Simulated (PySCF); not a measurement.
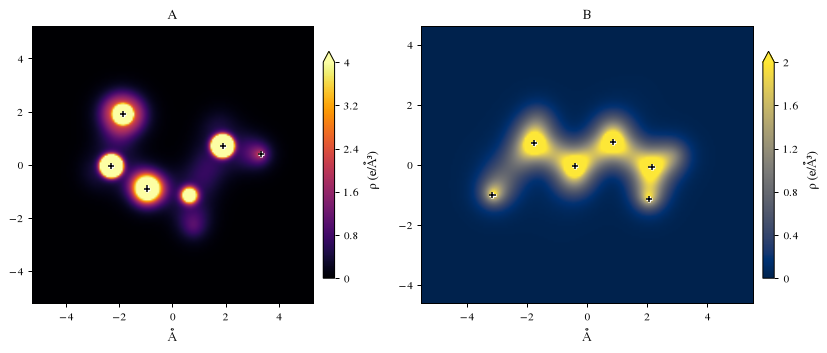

The total electron density of 2 systems, each on a plane through atoms (crosses mark nuclei in the plane).

Level of theory: PySCF 2.14.0, B3LYP/def2-SVPD, SCF density, gas phase.

System 1: CH₉ClO₂Si₃, the plane of atoms O5, Si6 and Cl7. Geometry: GFN2-xTB.

```yaml
atoms:
  - { symbol: C, position_ang: [2.4638, 0.4256, 0.3923] }
  - { symbol: O, position_ang: [1.1741, 0.9549, 0.5087] }
  - { symbol: Si, position_ang: [-0.2020, 0.2146, 0.9439] }
  - { symbol: Si, position_ang: [-1.8070, 1.7153, 0.3100] }
  - { symbol: O, position_ang: [-0.3440, -1.2023, 0.1175] }
  - { symbol: Si, position_ang: [-0.5911, -2.1014, -1.1894] }
  - { symbol: Cl, position_ang: [-1.7906, -1.1135, -2.4599] }
  - { symbol: H, position_ang: [2.9033, 0.2684, 1.3797] }
  - { symbol: H, position_ang: [2.4420, -0.5284, -0.1398] }
  - { symbol: H, position_ang: [3.0712, 1.1395, -0.1650] }
  - { symbol: H, position_ang: [-0.1056, -0.3500, 2.2951] }
  - { symbol: H, position_ang: [-3.1243, 1.0674, 0.2754] }
  - { symbol: H, position_ang: [-1.6171, 2.3317, -1.0091] }
  - { symbol: H, position_ang: [-1.9183, 2.8144, 1.2764] }
  - { symbol: H, position_ang: [-1.2572, -3.3013, -0.7088] }
  - { symbol: H, position_ang: [0.6952, -2.3260, -1.8383] }
```

System 2: C₇H₁₄Ge, the plane of atoms C3, C4 and C5. Geometry: PBE0-D3(BJ)/def2-SVP.

```yaml
atoms:
  - { symbol: C, position_ang: [-2.7366, 0.5719, 0.2308] }
  - { symbol: C, position_ang: [-1.8942, -0.1130, -0.8617] }
  - { symbol: C, position_ang: [-0.8826, -0.5548, 0.2307] }
  - { symbol: C, position_ang: [0.3486, 0.3158, 0.3277] }
  - { symbol: C, position_ang: [1.4400, 0.1522, -0.7592] }
  - { symbol: C, position_ang: [2.7315, 0.5000, 0.0157] }
  - { symbol: Ge, position_ang: [1.7763, 0.0178, 1.6799] }
  - { symbol: C, position_ang: [-1.9617, -0.2337, 1.2916] }
  - { symbol: H, position_ang: [-2.5370, 1.6521, 0.2986] }
  - { symbol: H, position_ang: [-3.8275, 0.4346, 0.1888] }
  - { symbol: H, position_ang: [-1.5030, 0.5157, -1.6770] }
  - { symbol: H, position_ang: [-2.4159, -0.9721, -1.3103] }
  - { symbol: H, position_ang: [-0.5778, -1.6138, 0.1770] }
  - { symbol: H, position_ang: [0.0574, 1.3798, 0.4013] }
  - { symbol: H, position_ang: [1.2727, 0.7463, -1.6747] }
  - { symbol: H, position_ang: [1.4718, -0.9065, -1.0705] }
  - { symbol: H, position_ang: [3.6418, -0.0355, -0.2857] }
  - { symbol: H, position_ang: [2.9386, 1.5815, 0.0054] }
  - { symbol: H, position_ang: [1.9370, -1.4609, 2.0923] }
  - { symbol: H, position_ang: [1.8905, 0.9222, 2.9251] }
  - { symbol: H, position_ang: [-2.5079, -1.1339, 1.6113] }
  - { symbol: H, position_ang: [-1.6216, 0.3017, 2.1929] }
```

**Match each panel to its system.**

Panel A is system 1, CH₉ClO₂Si₃: the plane holds Si, O, Cl and H. Si–O (1.61 Å): ρ at the midpoint is about 1.2 e/Å³. Panel B is system 2, C₇H₁₄Ge: the plane holds C and H. C–C (1.51 Å): ρ at the midpoint is about 1.7 e/Å³.
